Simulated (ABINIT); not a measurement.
**Quasiparticle gap of SnO2 (Cassiterite) in ABINIT**

How does a plane-wave GW calculation on SnO2 (Cassiterite) run from the first input to the gap?

Main program and level: ABINIT 10.8.3; PBE and many-body steps on it, plane waves.

**The experiments to reproduce.**

- Gap 3.6 eV: experimental gap quoted from earlier work; bulk crystal (quoted in “Study on the Photocatalytic Properties of Flower-Shaped SnO2”, 2022, pmc:9565917).

### 1. Set-up

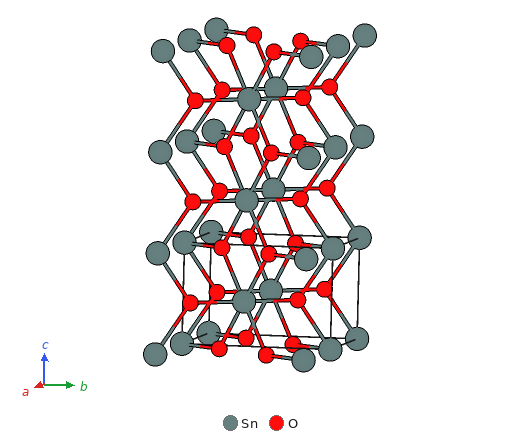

Start, viewed slightly off an axis; tin teal, oxygen red. 2×1×3 cells are drawn. Some periodic images of atoms are drawn too.

Structure file:

```cif
data_structure
_symmetry_space_group_name_H-M 'P 1'
_symmetry_Int_Tables_number 1
_cell_length_a 4.7380
_cell_length_b 4.7380
_cell_length_c 3.1865
_cell_angle_alpha 90.000
_cell_angle_beta 90.000
_cell_angle_gamma 90.000
_cell_volume 71.53
loop_
_atom_site_label
_atom_site_type_symbol
_atom_site_fract_x
_atom_site_fract_y
_atom_site_fract_z
_atom_site_occupancy
Sn1 Sn 0.00000 0.00000 0.00000 1
Sn2 Sn 0.50000 0.50000 0.50000 1
O3 O 0.30710 0.30710 0.00000 1
O4 O 0.19290 0.80710 0.50000 1
O5 O 0.69290 0.69290 0.00000 1
O6 O 0.80710 0.19290 0.50000 1
```

The cell and positions come from the Crystallography Open Database and are kept as given unless a step says otherwise.

### 2. Ground state

This step: ABINIT 10.8.3; DFT, PBE, plane waves, norm-conserving pseudopotentials.

The ground-state density comes first.

The input, run.abi:

```
acell 3*1.0 Angstrom
rprim 
  4.738000000000 0.000000000000 0.000000000000
  0.000000000000 4.738000000000 0.000000000000
  0.000000000000 0.000000000000 3.186500000000
ntypat 2
znucl 50 8
natom 6
typat 1 1 2 2 2 2
xred 
  0.000000000000 0.000000000000 0.000000000000
  0.500000000000 0.500000000000 0.500000000000
  0.307100000000 0.307100000000 0.000000000000
  0.192900000000 0.807100000000 0.500000000000
  0.692900000000 0.692900000000 0.000000000000
  0.807100000000 0.192900000000 0.500000000000
pp_dirpath "pseudos"
pseudos "Sn.upf, O.upf"
ecut 42
ngkpt 4 4 6
nshiftk 1
shiftk 0 0 0
kptopt 1
chksymbreak 0
nband 41
occopt 1
tolvrs 1e-10
nstep 60
prtwf 0
indata_prefix "in"
outdata_prefix "out"
tmpdata_prefix "tmp"
```

Run with:

```console
> OMP_NUM_THREADS=1 mpirun -n 4 abinit run.abi > log
```

Numbers of over 12 decimals in the logs are rounded to 6 here.

What it wrote:

```text
.Version 10.8.3 of ABINIT. v10.8.2 released Aug 2026.

 Symmetries : space group P4_2/m n m (#136); Bravais tP (primitive tetrag.)
================================================================================
 Values of the parameters that define the memory need of the present run
     intxc =       0    ionmov =       0      iscf =       7    lmnmax =       6
     lnmax =       6     mgfft =      54  mpssoang =       3    mqgrid =    3001
     natom =       6  nloc_mem =       1    nspden =       1   nspinor =       1
    nsppol =       1      nsym =      16    n1xccc =    2501    ntypat =       2
    occopt =       1   xclevel =       2
-    mband =          41        mffmem =           1         mkmem =           6
       mpw =        6296          nfft =      104976          nkpt =          24
================================================================================
  Rough estimation (10% accuracy) of disk space for files :
================================================================================

--------------------------------------------------------------------------------
------------- Echo of variables that govern the present computation ------------
--------------------------------------------------------------------------------
 -outvars: echo values of preprocessed input variables --------
            acell      1.8897261259E+00  1.8897261259E+00  1.8897261259E+00 Bohr

      chksymbreak           0
             ecut      4.20000000E+01 Hartree
-          fftalg         312

              ixc     -101130
              kpt      0.00000000E+00  0.00000000E+00  0.00000000E+00
                       2.50000000E-01  0.00000000E+00  0.00000000E+00
                       5.00000000E-01  0.00000000E+00  0.00000000E+00
                       2.50000000E-01  2.50000000E-01  0.00000000E+00
                       5.00000000E-01  2.50000000E-01  0.00000000E+00
                       5.00000000E-01  5.00000000E-01  0.00000000E+00
                       0.00000000E+00  0.00000000E+00  1.66666667E-01
                       2.50000000E-01  0.00000000E+00  1.66666667E-01
                       5.00000000E-01  0.00000000E+00  1.66666667E-01
   [... 13 further rows ...]
                       5.00000000E-01  2.50000000E-01  5.00000000E-01
                       5.00000000E-01  5.00000000E-01  5.00000000E-01
         kptrlatt        4    0    0      0    4    0      0    0    6
          kptrlen      3.58140895E+01
P           mkmem           6
            natom           6
            nband          41
            ngfft          54      54      36
             nkpt          24
            nstep          60
             nsym          16
           ntypat           2
              occ      2.000000  2.000000  2.000000  2.000000  2.000000  2.000000
                       2.000000  2.000000  2.000000  2.000000  2.000000  2.000000
                       2.000000  2.000000  2.000000  2.000000  2.000000  2.000000
                       2.000000  2.000000  2.000000  2.000000  2.000000  2.000000
                       2.000000  2.000000  2.000000  2.000000  2.000000  2.000000
                       2.000000  2.000000  2.000000  2.000000  0.000000  0.000000
                       0.000000  0.000000  0.000000  0.000000  0.000000
            prtwf           0
            rprim      4.7380000000E+00  0.0000000000E+00  0.0000000000E+00
[...]
spgroup         136

           tolvrs      1.00000000E-10

             xred      0.0000000000E+00  0.0000000000E+00  0.0000000000E+00
[...]
znucl       50.00000    8.00000

================================================================================

 chkinp: Checking input parameters for consistency.

================================================================================
== DATASET  1 ==================================================================
-   mpi_nproc: 4, omp_nthreads: 1 (-1 if OMP is not activated)

--- !DatasetInfo
iteration_state: {dtset: 1, }
dimensions: {natom: 6, nkpt: 24, mband: 41, nsppol: 1, nspinor: 1, nspden: 1, mpw: 6296, }
cutoff_energies: {ecut:  42.0, pawecutdg:  -1.0, }
electrons: {nelect:   6.80000000E+01, charge:   0.00000000E+00, occopt:   1.00000000E+00, tsmear:   1.00000000E-02, }

 Real(R)+Recip(G) space primitive vectors, cartesian coordinates (Bohr,Bohr^-1):
 R(1)=  8.9535224  0.0000000  0.0000000  G(1)=  0.1116879  0.0000000  0.0000000
 R(2)=  0.0000000  8.9535224  0.0000000  G(2)=  0.0000000  0.1116879  0.0000000
 R(3)=  0.0000000  0.0000000  6.0216123  G(3)=  0.0000000  0.0000000  0.1660685
 Unit cell volume ucvol=  4.8272594E+02 bohr^3
 Angles (23,13,12)=  9.00000000E+01  9.00000000E+01  9.00000000E+01 degrees

 getcut: wavevector=  0.0000  0.0000  0.0000  ngfft=  54  54  36
         ecut(hartree)=     42.000   => boxcut(ratio)=   2.04927

--- Pseudopotential description ------------------------------------------------
- Sn Generated using ONCVPSP code by D. R. Hamann
- 50.00000  22.00000  171031                  znucl, zion, pspdat
12 -101130 2 -1 1628                          pspcod,pspxc,lmax,lloc,mmax
     nproj     2     2     2
  pspatm : epsatm=   27.31087254
         --- l  ekb(1:nproj) -->
[...]
pspatm: atomic psp has been read  and splines computed

[...]
ETOT  9  -509.49586500302    -7.344E-11 3.204E-04 3.678E-08
 ETOT 10  -509.49586500302     2.046E-12 2.448E-04 1.148E-09
 ETOT 11  -509.49586500304    -1.739E-11 2.319E-04 6.780E-11

 At SCF step   11       vres2   =  6.78E-11 < tolvrs=  1.00E-10 =>converged.

 Cartesian components of stress tensor (hartree/bohr^3)
  sigma(1 1)= -2.46207557E-04  sigma(3 2)=  0.00000000E+00
  sigma(2 2)= -2.46207557E-04  sigma(3 1)=  0.00000000E+00
  sigma(3 3)= -3.51754412E-04  sigma(2 1)=  0.00000000E+00

--- !ResultsGS
iteration_state: {dtset: 1, }
comment   : Summary of ground state results
lattice_vectors:
- [  8.9535224,   0.0000000,   0.0000000, ]
- [  0.0000000,   8.9535224,   0.0000000, ]
- [  0.0000000,   0.0000000,   6.0216123, ]
lattice_lengths: [   8.95352,    8.95352,    6.02161, ]
lattice_angles: [ 90.000,  90.000,  90.000, ] # degrees, (23, 13, 12)
lattice_volume:   4.8272594E+02
convergence: {deltae: -1.739E-11, res2:  6.780E-11, residm:  2.319E-04, diffor: null, }
etotal    :  -5.09495865E+02
entropy   :   0.00000000E+00
fermie    :   2.49058631E-01
cartesian_stress_tensor: # hartree/bohr^3
- [ -2.46207557E-04,   0.00000000E+00,   0.00000000E+00, ]
- [  0.00000000E+00,  -2.46207557E-04,   0.00000000E+00, ]
- [  0.00000000E+00,   0.00000000E+00,  -3.51754412E-04, ]
pressure_GPa:   8.2788E+00
xred      :
- [  0.0000E+00,   0.0000E+00,   0.0000E+00, Sn]
- [  5.0000E-01,   5.0000E-01,   5.0000E-01, Sn]
- [  3.0710E-01,   3.0710E-01,   0.0000E+00,  O]
- [  1.9290E-01,   8.0710E-01,   5.0000E-01,  O]
- [  6.9290E-01,   6.9290E-01,   0.0000E+00,  O]
- [  8.0710E-01,   1.9290E-01,   5.0000E-01,  O]
cartesian_forces: # hartree/bohr
- [ -0.00000000E+00,  -0.00000000E+00,  -0.00000000E+00, ]
- [ -0.00000000E+00,  -0.00000000E+00,  -0.00000000E+00, ]
- [ -3.66420007E-03,  -3.66420007E-03,  -0.00000000E+00, ]
- [  3.66420007E-03,  -3.66420007E-03,  -0.00000000E+00, ]
- [  3.66420007E-03,   3.66420007E-03,  -0.00000000E+00, ]
- [ -3.66420007E-03,   3.66420007E-03,  -0.00000000E+00, ]
force_length_stats: {min:   0.00000000E+00, max:   5.18196143E-03, mean:   3.45464095E-03, }

 Integrated electronic density in atomic spheres:
 ------------------------------------------------
 Atom  Sphere_radius  Integrated_density
[...]
================================================================================

 ----iterations are completed or convergence reached----

 Mean square residual over all n,k,spin=   67.387E-08; max=  23.190E-05
 reduced coordinates (array xred) for    6 atoms
[...]
0.500000000000      0.500000000000      0.500000000000
       0.307100000000      0.307100000000      0.000000000000
       0.192900000000      0.807100000000      0.500000000000
       0.692900000000      0.692900000000      0.000000000000
       0.807100000000      0.192900000000      0.500000000000
 rms dE/dt=  2.1872E-02; max dE/dt=  3.2807E-02; dE/dt below (all hartree)
    1       0.000000000000      0.000000000000      0.000000000000
    2       0.000000000000      0.000000000000      0.000000000000
    3       0.032807497336      0.032807497336      0.000000000000
    4      -0.032807497336      0.032807497336      0.000000000000
    5      -0.032807497336     -0.032807497336      0.000000000000
    6       0.032807497336     -0.032807497336      0.000000000000

 cartesian coordinates (angstrom) at end:
    1      0.000000     0.000000     0.000000
    2      2.369000     2.369000     1.593250
    3      1.455040     1.455040     0.000000
    4      0.913960     3.824040     1.593250
[...]
cartesian forces (hartree/bohr) at end:
[...]
frms,max,avg= 2.4428000E-03 3.6642001E-03   0.000E+00  0.000E+00  0.000E+00 h/b

 cartesian forces (eV/Angstrom) at end:
[...]
2     -0.000000    -0.000000    -0.000000
    3     -0.188421    -0.188421    -0.000000
    4      0.188421    -0.188421    -0.000000
    5      0.188421     0.188421    -0.000000
    6     -0.188421     0.188421    -0.000000
 frms,max,avg= 1.2561383E-01 1.8842074E-01   0.000E+00  0.000E+00  0.000E+00 e/A
 length scales=  1.889726125908  1.889726125908  1.889726125908 bohr
              =  1.000000000000  1.000000000000  1.000000000000 angstroms
 prteigrs : about to open file out_EIG
 Fermi (or HOMO) energy (hartree) =   0.24906   Average Vxc (hartree)=  -0.42434
 Eigenvalues (hartree) for nkpt=  24  k points:
 kpt#   1, nband= 41, wtk=  0.01042, kpt=  0.0000  0.0000  0.0000 (reduced coord)
  -4.45122   -4.45122   -2.82797   -2.82797   -2.82638   -2.82638   -2.82622   -2.82621
  -0.52850   -0.50088   -0.49067   -0.48981   -0.48981   -0.48655   -0.48526   -0.48206
  -0.48100   -0.48100   -0.44591   -0.37776   -0.37776   -0.31287   -0.04845    0.10009
   0.10009    0.10339    0.13529    0.17389    0.17716    0.20329    0.20329    0.22098
   0.22098    0.24906    0.29623    0.47480    0.48381    0.48381    0.63508    0.64049
   0.69479
 prteigrs : prtvol=0 or 1, do not print more k-points.

--- !EnergyTerms
iteration_state     : {dtset: 1, }
comment             : Components of total free energy in Hartree
kinetic             :  2.00434493865869E+02
hartree             :  1.58895150068854E+02
xc                  : -7.12084152046974E+01
Ewald energy        : -2.98339747503783E+02
psp_core            :  1.11710042103051E+01
local_psp           : -4.87139504680366E+02
non_local_psp       : -2.33088457592174E+01
total_energy        : -5.09495865003036E+02
total_energy_eV     : -1.38640887733278E+04
band_energy         : -6.12362511477276E+01

 Cartesian components of stress tensor (hartree/bohr^3)
  sigma(1 1)= -2.46207557E-04  sigma(3 2)=  0.00000000E+00
  sigma(2 2)= -2.46207557E-04  sigma(3 1)=  0.00000000E+00
  sigma(3 3)= -3.51754412E-04  sigma(2 1)=  0.00000000E+00

-Cartesian components of stress tensor (GPa)         [Pressure=  8.2788E+00 GPa]
- sigma(1 1)= -7.24367642E+00  sigma(3 2)=  0.00000000E+00
- sigma(2 2)= -7.24367642E+00  sigma(3 1)=  0.00000000E+00
- sigma(3 3)= -1.03489721E+01  sigma(2 1)=  0.00000000E+00

== END DATASET(S) ==============================================================
================================================================================

 -outvars: echo values of variables after computation  --------
           etotal     -5.0949586500E+02
            nband          41
             nkpt          24
          spgroup         136
 [... the other variables as echoed above ...]

 Calculation completed.
```

The job ended after 74 s (4 MPI ranks of Arm Neoverse V1, shared host; peak memory 0.41 GiB; 4.9 min of CPU time).

Numbers from this step:

| Property | Result |
| --- | --- |
| total energy | -13864.0888 eV |
| gap | 1.284 eV |
| k of the valence top | 0, 0, 0 |
| k of the conduction bottom | 0, 0, 0 |
| least direct gap | 1.284 eV |
| pressure | 8.279 GPa |

The gap is direct, at Γ.

The cutoff was set for levels, not for stress, so the pressure can be off by some GPa.

### 3. Empty states on the mesh, 4×4×4 mesh, 75 bands

The sums over transitions need many empty states on a uniform mesh; this step solves for them.

run.abi, as its differences from that of step 2:

```diff
@@ -19,3 +19,3 @@
 ecut 42
-ngkpt 4 4 6
+ngkpt 4 4 4
 nshiftk 1
@@ -24,7 +24,10 @@
 chksymbreak 0
-nband 41
-occopt 1
-tolvrs 1e-10
+iscf -2
+irdden 1
+istwfk *1
+nband 75
+nbdbuf 6
+tolwfr 1e-09
 nstep 60
-prtwf 0
+prtvol 0
 indata_prefix "in"
```

What it wrote:

```text
.Version 10.8.3 of ABINIT. v10.8.2 released Aug 2026.

 Symmetries : space group P4_2/m n m (#136); Bravais tP (primitive tetrag.)
[... echo of the input left out ...]
== DATASET  1 ==================================================================
-   mpi_nproc: 4, omp_nthreads: 1 (-1 if OMP is not activated)

--- !DatasetInfo
iteration_state: {dtset: 1, }
dimensions: {natom: 6, nkpt: 18, mband: 75, nsppol: 1, nspinor: 1, nspden: 1, mpw: 6312, }
cutoff_energies: {ecut:  42.0, pawecutdg:  -1.0, }
electrons: {nelect:   6.80000000E+01, charge:   0.00000000E+00, occopt:   1.00000000E+00, tsmear:   1.00000000E-02, }

 Real(R)+Recip(G) space primitive vectors, cartesian coordinates (Bohr,Bohr^-1):
 R(1)=  8.9535224  0.0000000  0.0000000  G(1)=  0.1116879  0.0000000  0.0000000
 R(2)=  0.0000000  8.9535224  0.0000000  G(2)=  0.0000000  0.1116879  0.0000000
 R(3)=  0.0000000  0.0000000  6.0216123  G(3)=  0.0000000  0.0000000  0.1660685
 Unit cell volume ucvol=  4.8272594E+02 bohr^3
 Angles (23,13,12)=  9.00000000E+01  9.00000000E+01  9.00000000E+01 degrees

 getcut: wavevector=  0.0000  0.0000  0.0000  ngfft=  54  54  36
         ecut(hartree)=     42.000   => boxcut(ratio)=   2.04927

--- Pseudopotential description ------------------------------------------------
- Sn Generated using ONCVPSP code by D. R. Hamann
- 50.00000  22.00000  171031                  znucl, zion, pspdat
12 -101130 2 -1 1628                          pspcod,pspxc,lmax,lloc,mmax
     nproj     2     2     2
  pspatm : epsatm=   27.31087254
         --- l  ekb(1:nproj) -->
             0    9.701792   -0.671203
             1    4.046855   -0.266328
             2   -2.346641   -0.600143
 pspatm: atomic psp has been read  and splines computed

- O Generated using ONCVPSP code by D. R. Hamann
-  8.00000   6.00000  171031                  znucl, zion, pspdat
12 -101130 2 -1 936                           pspcod,pspxc,lmax,lloc,mmax
     nproj     2     2     1
  pspatm : epsatm=    6.17005460
         --- l  ekb(1:nproj) -->
[...]
2   -1.331955
 pspatm: atomic psp has been read  and splines computed

--------------------------------------------------------------------------------

================================================================================
 prteigrs : about to open file out_EIG
 Non-SCF case, kpt    1 (  0.00000  0.00000  0.00000), residuals and eigenvalues=
  2.94E-10  3.85E-10  3.52E-10  8.27E-10  1.88E-10  3.03E-10  1.71E-10  1.71E-10
  1.81E-10  5.65E-10  1.07E-10  4.58E-10  5.59E-10  1.10E-10  7.77E-10  5.72E-10
  1.14E-10  6.51E-10  6.28E-10  2.07E-10  6.74E-10  8.67E-10  2.04E-10  1.21E-10
[...]
-4.4512E+00 -4.4512E+00 -2.8280E+00 -2.8280E+00 -2.8264E+00 -2.8264E+00
 -2.8262E+00 -2.8262E+00 -5.2850E-01 -5.0088E-01 -4.9067E-01 -4.8981E-01
 -4.8981E-01 -4.8655E-01 -4.8526E-01 -4.8206E-01 -4.8100E-01 -4.8100E-01
[...]
1.2553E+00  1.2553E+00  1.2594E+00  1.2900E+00  1.3615E+00  1.3615E+00
  1.3882E+00  1.4115E+00  1.4132E+00  1.4745E+00  1.4926E+00  1.4926E+00
[...]
prteigrs : prtvol=0 or 1, do not print more k-points.

--- !ResultsGS
iteration_state: {dtset: 1, }
comment   : Summary of ground state results
lattice_vectors:
- [  8.9535224,   0.0000000,   0.0000000, ]
- [  0.0000000,   8.9535224,   0.0000000, ]
- [  0.0000000,   0.0000000,   6.0216123, ]
lattice_lengths: [   8.95352,    8.95352,    6.02161, ]
lattice_angles: [ 90.000,  90.000,  90.000, ] # degrees, (23, 13, 12)
lattice_volume:   4.8272594E+02
convergence: {deltae:  0.000E+00, res2:  0.000E+00, residm:  9.987E-10, diffor:  0.000E+00, }
etotal    :  -5.09495865E+02
entropy   :   0.00000000E+00
fermie    :   2.49058631E-01
cartesian_stress_tensor: null
pressure_GPa: null
xred      :
- [  0.0000E+00,   0.0000E+00,   0.0000E+00, Sn]
- [  5.0000E-01,   5.0000E-01,   5.0000E-01, Sn]
- [  3.0710E-01,   3.0710E-01,   0.0000E+00,  O]
- [  1.9290E-01,   8.0710E-01,   5.0000E-01,  O]
- [  6.9290E-01,   6.9290E-01,   0.0000E+00,  O]
- [  8.0710E-01,   1.9290E-01,   5.0000E-01,  O]
cartesian_forces: null
force_length_stats: {min: null, max: null, mean: null, }

 Integrated electronic density in atomic spheres:
 ------------------------------------------------
 Atom  Sphere_radius  Integrated_density
[...]
================================================================================

 ----iterations are completed or convergence reached----

 Mean square residual over all n,k,spin=   45.686E-11; max=  99.867E-11
 reduced coordinates (array xred) for    6 atoms
[...]
0.807100000000      0.192900000000      0.500000000000

 cartesian coordinates (angstrom) at end:
    1      0.000000     0.000000     0.000000
    2      2.369000     2.369000     1.593250
    3      1.455040     1.455040     0.000000
    4      0.913960     3.824040     1.593250
    5      3.282960     3.282960     0.000000
    6      3.824040     0.913960     1.593250
 length scales=  1.889726125908  1.889726125908  1.889726125908 bohr
              =  1.000000000000  1.000000000000  1.000000000000 angstroms
 prteigrs : about to open file out_EIG
 Eigenvalues (hartree) for nkpt=  18  k points:
 kpt#   1, nband= 75, wtk=  0.01563, kpt=  0.0000  0.0000  0.0000 (reduced coord)
[...]
1.09149    1.12377    1.22145    1.22145    1.25530    1.25530    1.25938    1.28996
   1.36149    1.36149    1.38817    1.41151    1.41315    1.47453    1.49257    1.49258
   1.52015    1.52447    1.52590
 prteigrs : prtvol=0 or 1, do not print more k-points.

== END DATASET(S) ==============================================================
================================================================================

 -outvars: echo values of variables after computation  --------
            nband          75
             nkpt          18
          spgroup         136
 [... the other variables as echoed above ...]

 Calculation completed.
```

Run time: 67 s. Hardware: 4 MPI ranks; peak memory 0.41 GiB; 4.5 min of CPU time.

This step gave:

```yaml
gap: 1.284 eV
k_of_the_valence_top: 0, 0, 0
k_of_the_conduction_bottom: 0, 0, 0
least_direct_gap: 1.284 eV
k_points_computed: 18
lowest_point_of_the_top_converged_band_above_the_valence_top: 31.21 eV
```

On this mesh the gap is 1.284 eV.

(Part 1 of 2 ends here.)

[Paths, hosts, dates, memory and timing lines, banners, echoed tables and standing remarks are left out of the program output.]

[Logs are printed without paths, hosts, clocks, repeated set-up lines and the standing remarks that a program may print on its own settings, such as how far it seeks lower states.]

[Runs of the session that timed out or met a known fault of the program may be left out.]

[Hosts, paths, dates, database ids (printed as entryN), source tags and the programs' standing remarks are cut or masked in the printed files.]

[G0W0 gaps are taken among the corrected bands and points alone; a level outside them can change the order at an edge.]

[Where Ansatz stands beside ABINIT at settings called matched, ABINIT's density can come from a denser mesh and the files from another edition; pairs whose starting gaps differed by over 0.03 eV were left out, so agreement reads better than it is.]
